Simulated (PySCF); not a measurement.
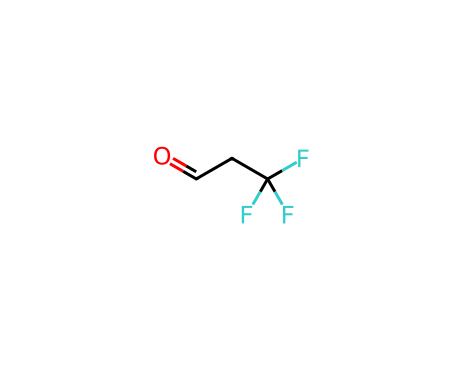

Figure made from data computed with PySCF.

Question: Write the SMILES.

Answer: O=CCC(F)(F)F

Question: What is the molecular formula?

Answer: C3H3F3O.

Question: An optimisation with GFN2-xTB gave a structure of which point group?

Answer: C1. Other conformers may differ.
